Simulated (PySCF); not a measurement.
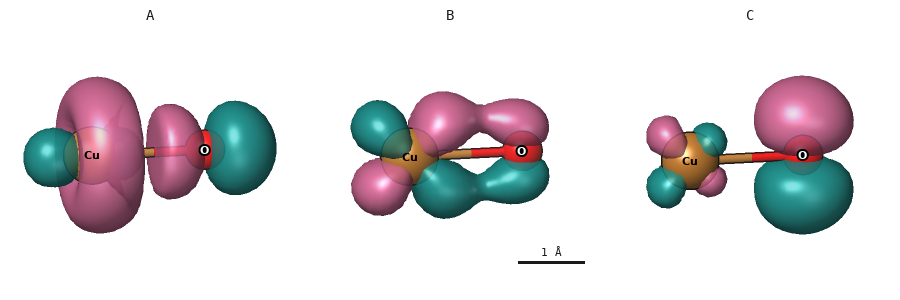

The picture shows: CuO (charge +1, triplet). Three frontier β-spin orbitals, each drawn at the value that holds 80 % of its norm (teal and pink are the two phases), in no order; of a degenerate pair one member is drawn.

These are results of PySCF, PBE0/cc-pVDZ(-PP), non-relativistic Hamiltonian with scalar-relativistic core potentials where named, at a bond length of 1.784 Å, not measurements.

Q: Name the orbitals and rank them from lowest to highest energy.

A: Orbital B: π, occupied in this spin, −16.87 eV; mainly on Cu (85 %).
Orbital A: σ, occupied in this spin, −15.92 eV; mainly on Cu (70 %).
Orbital C: π, empty in this spin, −11.70 eV; mainly on O (80 %).
